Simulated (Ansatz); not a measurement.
## Run report: Si3H8O2, geometry relaxation (part 1 of 2)

- system: Si3H8O2
- method: RKS B3LYP-D4/6-31G (Ansatz 0.2.0)

It belongs to a series of runs on one base structure; here: start relaxed.

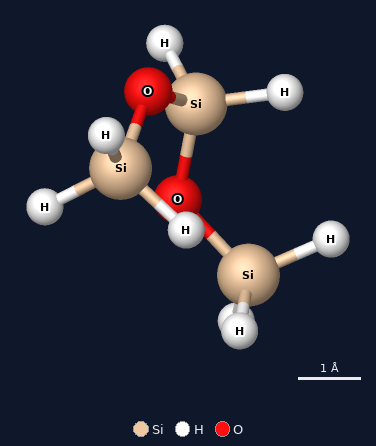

**Figure 1.** The structure as given in the input (ball-and-stick view, seen at a tilt). Bond lengths as drawn: H–Si 1.46 Å and O–Si 1.68 Å.

Summary

- outcome: converged
- total energy: −27856.8961 eV
- mean-field energy: −27856.4283 eV
- largest force (length of the vector) at the end: 0.009 eV/Å
- hardware: 1 thread of Intel Xeon (Sapphire Rapids), 16 GiB of memory available, shared host
- wall time: 58 s
- peak memory: 0.19 GiB

Input file
```yaml
crystal:
  periodic: [false, false, false]
  atoms:
    - { symbol: Si, position_ang: [0.0, 0.0, 0.0] }
    - { symbol: H, position_ang: [0.0, 0.0, 1.46] }
    - { symbol: H, position_ang: [1.3768, 0.0, -0.4862] }
    - { symbol: O, position_ang: [-0.7913, 1.3709, -0.5594] }
    - { symbol: Si, position_ang: [-2.4002, 1.4263, -1.0396] }
    - { symbol: H, position_ang: [-3.2124, 0.6421, -0.1138] }
    - { symbol: H, position_ang: [-2.862, 2.8114, -1.0378] }
    - { symbol: H, position_ang: [-2.5267, 0.8736, -2.385] }
    - { symbol: O, position_ang: [-0.7913, -1.3709, -0.5594] }
    - { symbol: Si, position_ang: [-1.673, -2.4329, 0.3983] }
    - { symbol: H, position_ang: [-1.2634, -2.287, 1.792] }
    - { symbol: H, position_ang: [-3.0964, -2.1323, 0.2761] }
    - { symbol: H, position_ang: [-1.4264, -3.8036, -0.0398] }
basis:
  gaussian: { orbitals: "6-31G" }
hamiltonian:
  xc: b3lyp
  dispersion: d4
relax:
  f_tol: 0.02
  max_steps: 40
```

Command:
```bash
ansatz run input.yaml --threads 1 --pin off --max-ram 2048MiB --backend cpu --events-out ev --progress --plain --runs-dir out
```

Output
```
The last accepted step is kept in [file] (removed where the run ends without a failure and the disk answers)
Engine: ansatz 0.2.0, x86_64-unknown-linux-gnu
Functional definition: B3LYP
  parameter a0 = 0.2
  parameter ax = 0.72
  parameter ac = 0.81
  exchange = (1 - a0 - ax)*slater_x + ax*b88_x + a0*exact_x
  correlation = (1 - ac)*vwn_rpa_c + ac*lyp_c
898 factors; integrals over basis functions are off by at most 1.6e-4 eV
mean field evaluation 1: about -27846.7782 eV, gradient 7.1e1 eV
mean field evaluation 2: about -27817.5324 eV, gradient 1.4e2 eV
mean field evaluation 4: about -27855.6769 eV, gradient 2.1e0 eV
mean field evaluation 8: about -27855.7549 eV, gradient 3.0e-2 eV
mean field -27855.75487552 eV, -1023.6801103667 hartree, gradient 3.1e-5 eV, S^2 0.000000; 0 other end points of the search recorded, 0 dependent functions left out
the calculation of the forces begins
reference -27855.75518431 eV, -1023.6801217143 hartree; 33, 33 occupied and 40, 40 virtual orbitals, 898 factors
relax step   1: F+E_penalty+E_count = -27856.29124553 eV  Δ(F+E_penalty+E_count) = +0.000e0 eV  max|allowed force component| = 1.586e0 eV/Å  Δτ_max = 0.0000 Å  (24 SCF iters, accepted)
these checks for a lower state are left out or cut short: starts, cluster_reference, orbital_swaps, neighbouring_geometries, increment
898 factors; integrals over basis functions are off by at most 1.6e-4 eV
mean field evaluation 16: about -27856.0706 eV, gradient 4.6e-2 eV
mean field -27856.13288534 eV, -1023.6940019711 hartree, gradient 2.5e-5 eV, S^2 0.000000; 0 other end points of the search recorded, 0 dependent functions left out
[... from here on the field's lines of each further geometry are left out, up to the last ...]
relax step   2: F+E_penalty+E_count = -27856.65189312 eV  Δ(F+E_penalty+E_count) = -3.606e-1 eV  max|allowed force component| = 5.524e-1 eV/Å  Δτ_max = 0.1238 Å  (28 SCF iters, accepted)
relax step   3: F+E_penalty+E_count = -27856.75874488 eV  Δ(F+E_penalty+E_count) = -1.069e-1 eV  max|allowed force component| = 3.842e-1 eV/Å  Δτ_max = 0.1873 Å  (28 SCF iters, accepted)
relax step   4: F+E_penalty+E_count = -27856.83430641 eV  Δ(F+E_penalty+E_count) = -7.556e-2 eV  max|allowed force component| = 1.438e-1 eV/Å  Δτ_max = 0.2000 Å  (28 SCF iters, accepted)
relax step   5: F+E_penalty+E_count = -27856.87207486 eV  Δ(F+E_penalty+E_count) = -3.777e-2 eV  max|allowed force component| = 1.423e-1 eV/Å  Δτ_max = 0.2000 Å  (27 SCF iters, accepted)
relax step   6: F+E_penalty+E_count = -27856.88931394 eV  Δ(F+E_penalty+E_count) = -1.724e-2 eV  max|allowed force component| = 5.463e-2 eV/Å  Δτ_max = 0.1626 Å  (28 SCF iters, accepted)
relax step   7: F+E_penalty+E_count = -27856.89045948 eV  Δ(F+E_penalty+E_count) = -1.146e-3 eV  max|allowed force component| = 1.330e-1 eV/Å  Δτ_max = 0.1293 Å  (28 SCF iters, accepted)
relax step   8: F+E_penalty+E_count = -27856.89249635 eV  Δ(F+E_penalty+E_count) = -2.037e-3 eV  max|allowed force component| = 8.163e-2 eV/Å  Δτ_max = 0.0242 Å  (24 SCF iters, accepted)
relax step   9: F+E_penalty+E_count = -27856.89514322 eV  Δ(F+E_penalty+E_count) = -2.647e-3 eV  max|allowed force component| = 1.814e-2 eV/Å  Δτ_max = 0.0388 Å  (29 SCF iters, accepted)
relax step  10: F+E_penalty+E_count = -27856.89555935 eV  Δ(F+E_penalty+E_count) = -4.161e-4 eV  max|allowed force component| = 2.070e-2 eV/Å  Δτ_max = 0.0529 Å  (29 SCF iters, accepted)
relax step  11: F+E_penalty+E_count = -27856.89555172 eV  Δ(F+E_penalty+E_count) = +7.633e-6 eV  max|allowed force component| = 2.573e-2 eV/Å  Δτ_max = 0.0102 Å  (22 SCF iters, rejected (line search))
relax step  12: F+E_penalty+E_count = -27856.89568013 eV  Δ(F+E_penalty+E_count) = -1.208e-4 eV  max|allowed force component| = 1.138e-2 eV/Å  Δτ_max = 0.0051 Å  (22 SCF iters, accepted)
the calculation of the forces begins
reference -27856.42834021 eV, -1023.7048597373 hartree; 33, 33 occupied and 40, 40 virtual orbitals, 898 factors
relax step  13: F+E_penalty+E_count = -27856.89579450 eV  Δ(F+E_penalty+E_count) = -1.144e-4 eV  max|allowed force component| = 7.580e-3 eV/Å  Δτ_max = 0.0217 Å  (24 SCF iters, accepted)
898 factors; integrals over basis functions are off by at most 1.7e-4 eV
mean field evaluation 96: about -27856.4280 eV, gradient 1.7e-5 eV
```

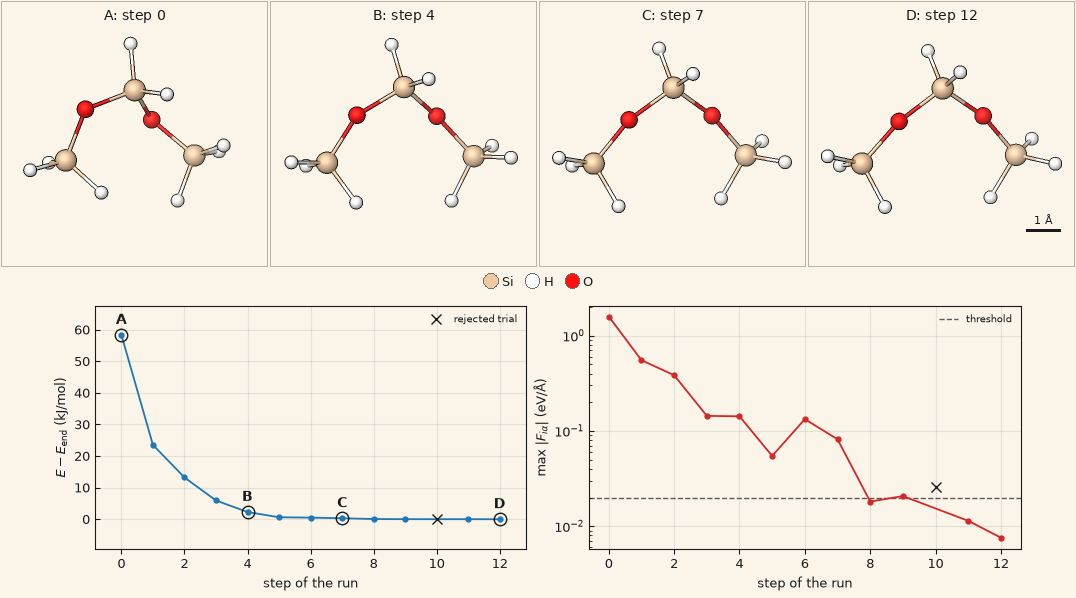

**Figure 2.** Frames of the relaxation (ball-and-stick view, seen at a tilt) above the curves, on which the letters mark them (the first geometry is step 0 here and step 1 in the log).

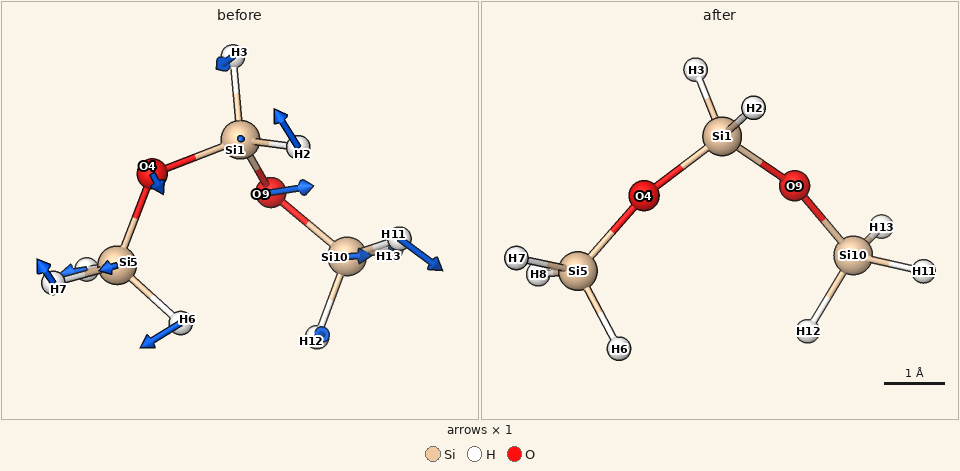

**Figure 3.** Before (left) and after (right) the relaxation, at one scale (ball-and-stick view, seen at a tilt). The blue arrows give the displacements, at true length. The energy falls by 58.3 kJ/mol in 12 geometry steps. The largest force component goes from 1.6 to 0.0076 eV/Å. The line search rejected the trial step at point 10 (counted from 0) and went back. The largest move after the best rigid fit is that of H11, 0.99 Å. Largest moves by element: H 0.99 Å, O 0.96 Å, Si 0.45 Å. Among the contacts that change: Si10–H11 1.460 → 1.502 Å, O4–Si5 1.680 → 1.694 Å. Among the angles that change: Si1–O9–Si10 125.0° → 165.5°, Si1–O4–Si5 125.0° → 163.3°, H2–Si1–H3 109.5° → 112.3°. (Atoms are counted from 1 in the order of the input.)

```
mean field -27856.42800911 eV, -1023.7048475697 hartree, gradient 1.7e-5 eV, S^2 0.000000; 1 other end points of the search recorded, 0 dependent functions left out
the calculation of the forces begins
reference -27856.42834021 eV, -1023.7048597373 hartree; 33, 33 occupied and 40, 40 virtual orbitals, 898 factors
Total energy: -27856.89612560 eV, -1023.7220505334 hartree
Atom 0 at     0.057732     0.037297     0.073456 Å, force    -0.000069     0.000940    -0.000305 eV/Å
Atom 1 at     0.594164     0.590547     1.358019 Å, force     0.002847     0.003851     0.007580 eV/Å
Atom 2 at     1.120371    -0.098434    -0.975069 Å, force     0.005450     0.000624    -0.005139 eV/Å
Atom 3 at    -1.125263     1.089517    -0.494890 Å, force    -0.000812     0.001478    -0.004664 eV/Å
Atom 4 at    -2.544219     1.724553    -1.168585 Å, force     0.002692    -0.001210    -0.000351 eV/Å
Atom 5 at    -3.745639     1.231661    -0.410055 Å, force    -0.003333    -0.000618     0.001625 eV/Å
Atom 6 at    -2.490613     3.222119    -1.095681 Å, force     0.000400     0.002152    -0.000068 eV/Å
Atom 7 at    -2.674935     1.302307    -2.606800 Å, force    -0.001358     0.001429     0.000263 eV/Å
Atom 8 at    -0.579417    -1.489451     0.372242 Å, force    -0.006449    -0.005540     0.000011 eV/Å
Atom 9 at    -1.591574    -2.825442     0.610073 Å, force     0.001698     0.001373    -0.003581 eV/Å
Atom 10 at    -1.699082    -3.131654     2.077036 Å, force    -0.000577    -0.000903     0.006313 eV/Å
Atom 11 at    -2.965791    -2.537635     0.068768 Å, force    -0.001170    -0.001726    -0.001349 eV/Å
Atom 12 at    -1.022033    -4.017787    -0.103115 Å, force     0.000682    -0.001851    -0.000335 eV/Å
Dipole moment:    -0.171710    -0.059428    -0.037920 e Å
```

Trajectory as extended XYZ (Å, eV, eV/Å), 13 frames, from step=1 to step=13
```
13
Properties=species:S:1:pos:R:3:forces:R:3 step=1 energy=-27856.29125
Si    0.0000    0.0000    0.0000    1.5861   0.6508  -0.2255
H     0.0000    0.0000    1.4600   -0.1628  -0.0646   0.8415
H     1.3768    0.0000   -0.4862    0.5527   0.0622  -0.3182
O    -0.7913    1.3709   -0.5594    0.7122   0.2535   0.2370
Si   -2.4002    1.4263   -1.0396   -0.8341   0.5160  -0.5787
H    -3.2124    0.6421   -0.1138   -0.5268  -0.4411   0.5347
H    -2.8620    2.8114   -1.0378   -0.1783   0.6816   0.0385
H    -2.5267    0.8736   -2.3850   -0.1738  -0.2987  -0.6984
O    -0.7913   -1.3709   -0.5594    0.1917   0.2080  -0.3982
Si   -1.6730   -2.4329    0.3983   -0.7329  -1.1349  -0.0244
H    -1.2634   -2.2870    1.7920    0.2080   0.0919   0.8244
H    -3.0964   -2.1323    0.2761   -0.7680   0.1409  -0.0190
H    -1.4264   -3.8036   -0.0398    0.1259  -0.6656  -0.2137
13
Properties=species:S:1:pos:R:3:forces:R:3 step=2 energy=-27856.65189
Si    0.0613    0.0235    0.0065    0.5524   0.2322  -0.0688
H     0.0365    0.0394    1.4974    0.0519   0.0213   0.2475
H     1.4400    0.0407   -0.5428    0.0986   0.0294  -0.0988
O    -0.7920    1.3715   -0.5725    0.2374  -0.0336   0.0585
Si   -2.4206    1.4795   -1.0753   -0.4551   0.2065  -0.2092
H    -3.2804    0.7013   -0.1355   -0.1680  -0.1127   0.1472
H    -2.8490    2.9028   -1.0525    0.0254   0.1988   0.0004
H    -2.5871    0.9186   -2.4441   -0.0403  -0.0566  -0.2067
O    -0.7550   -1.3879   -0.4836    0.0733   0.0392   0.0434
Si   -1.6792   -2.5094    0.4180   -0.2698  -0.3868  -0.0095
H    -1.2986   -2.3873    1.8554    0.0489  -0.0141   0.2608
H    -3.1301   -2.2020    0.2892   -0.2143   0.0338  -0.0598
H    -1.4121   -3.8930   -0.0546    0.0596  -0.1574  -0.1049
```
